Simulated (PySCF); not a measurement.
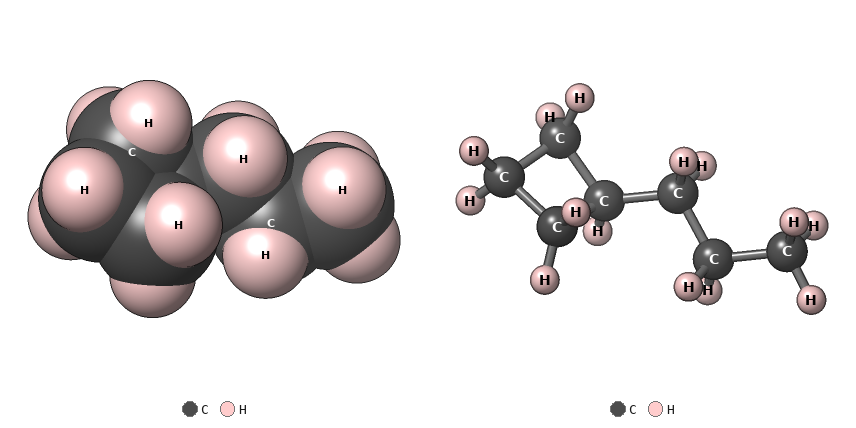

Two views of one molecule.

Computed geometry: PBE0-D3(BJ)/def2-SVP optimisation. No frequency run is at hand to confirm it as a minimum.

What is the molecular formula?

C7H14, 21 atoms: 7 carbon and 14 hydrogen.

Count the bonded pairs by element.

14 C–H, 7 C–C.

What is its SMILES?

CCCC1CCC1

Give the symmetry (Schoenflies symbol).

C1.

More results for the same structure follow; atom numbers are the same in all pictures, views and colours differ.

## Polarisability

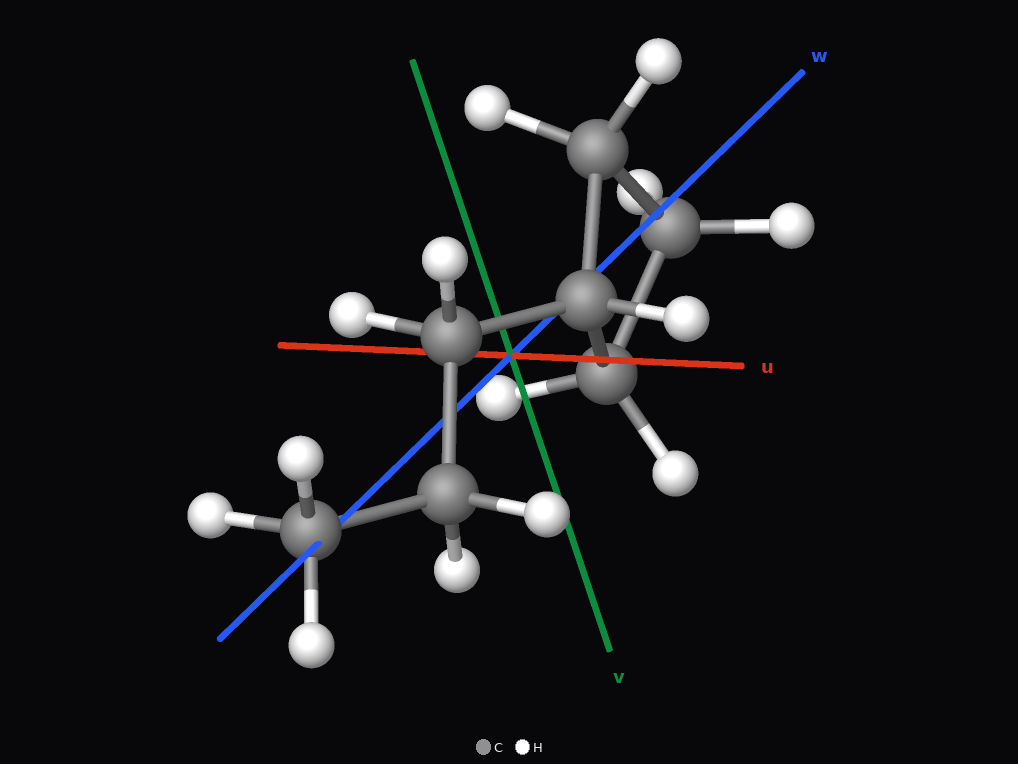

The lines u, v and w are the principal axes of the static dipole polarisability. No frequency run is at hand to confirm it as a minimum. Computed with ωB97X-D/def2-SVPD (PySCF 2.14.0).

Along which axis is the molecule most polarisable, and along which least?

Most along w, least along u.

Give the three principal values.

u 73.6, v 79.5, w 97.4 bohr³; mean 83.5, anisotropy 21.4 bohr³.

## Charges

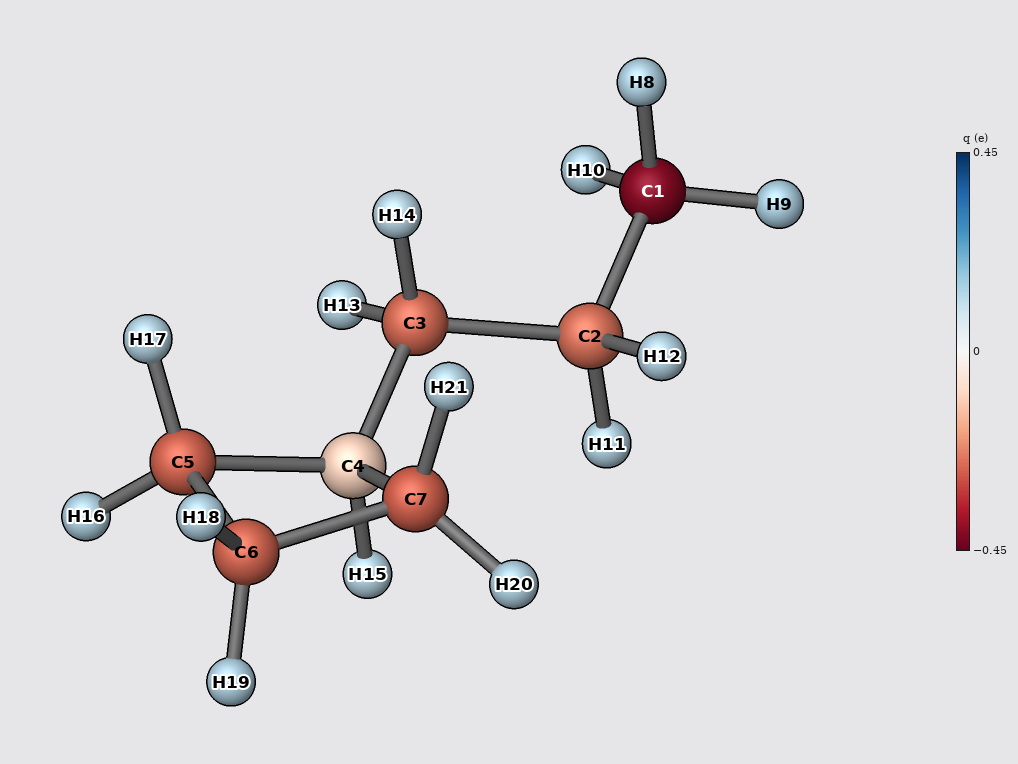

Atoms are coloured by their IAO charges. No frequency run is at hand to confirm it as a minimum. Properties computed with PBE0/pcSseg-1, gas phase (PySCF 2.14.0).

List the IAO charges.

```csv
atom,value (e)
C1,−0.41
C2,−0.24
C3,−0.25
C4,−0.10
C5,−0.26
C6,−0.26
C7,−0.26
H8,0.13
H9,0.14
H10,0.13
H11,0.12
H12,0.13
H13,0.12
H14,0.12
H15,0.12
H16,0.13
H17,0.13
H18,0.13
H19,0.13
H20,0.13
H21,0.12
```

## Ring current

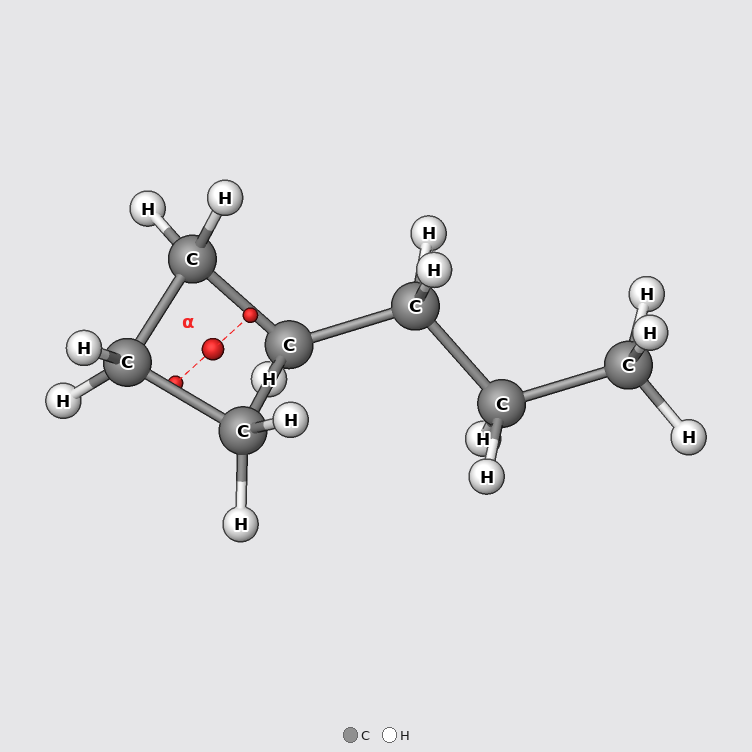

The small points mark where nucleus-independent chemical shifts (NICS) were computed: at the centre of each lettered ring and 1 Å above and below it. No frequency run is at hand to confirm it as a minimum. Method: GIAO CAM-B3LYP/pcSseg-1 NMR shielding, non-relativistic, gas phase (PySCF 2.14.0).

Give NICS(0), NICS(1) and the out-of-plane component NICS(1)zz for each ring (means of the two sides).

| ring | members | NICS(0) | NICS(1) | NICS(1)zz |
| --- | --- | --- | --- | --- |
| α | C4 | −1.7 | −1.5 | 3.3 |

Values in ppm.

## NMR shielding

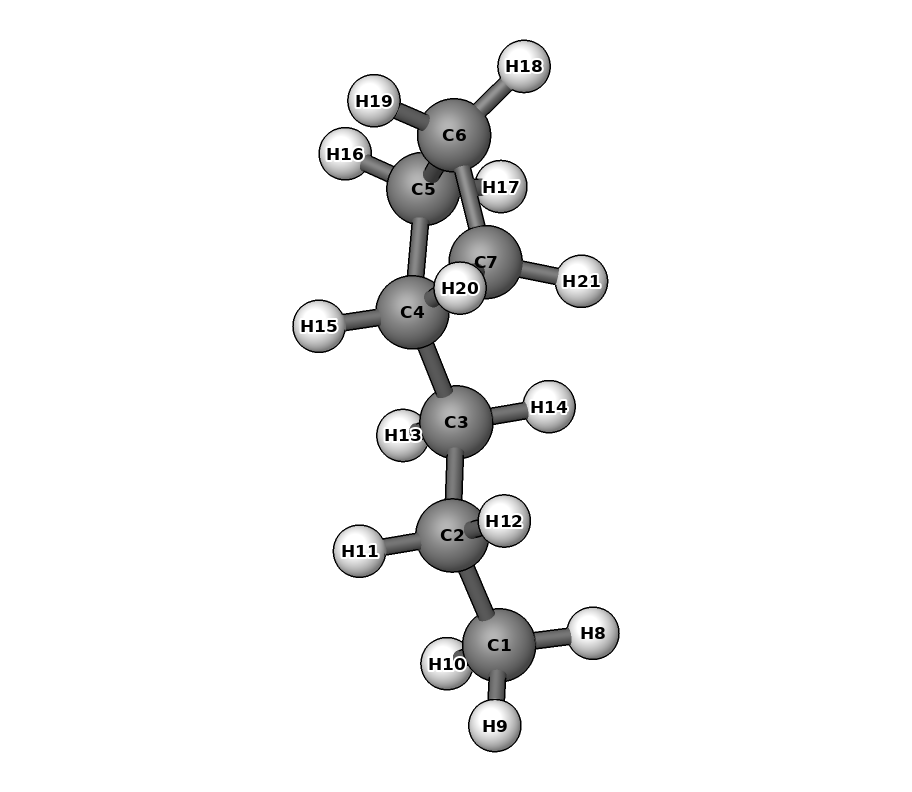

No frequency run is at hand to confirm it as a minimum. Properties computed with GIAO CAM-B3LYP/pcSseg-1 NMR shielding, non-relativistic, gas phase (PySCF 2.14.0). Principal shieldings σ11 ≤ σ22 ≤ σ33, span Ω = σ33 − σ11, skew κ = 3(σiso − σ22)/Ω.

Which C atom has the most anisotropic shielding?

C3, with a span of 47 ppm.

Give the shielding tensors of the C atoms.

```
atom    σ11    σ22    σ33   σiso     Ω      κ
  C1  154.2  159.0  184.5  165.9  30.3   0.68
  C2  146.0  161.4  169.0  158.8  23.0  −0.33
  C3  118.1  133.6  165.1  139.0  47.0   0.34
  C4  127.0  145.6  159.4  144.0  32.4  −0.15
  C5  139.1  144.4  172.0  151.8  32.8   0.68
  C6  151.1  164.8  172.6  162.8  21.4  −0.27
  C7  139.6  146.2  170.3  152.0  30.7   0.57
```

Shieldings and span in ppm.
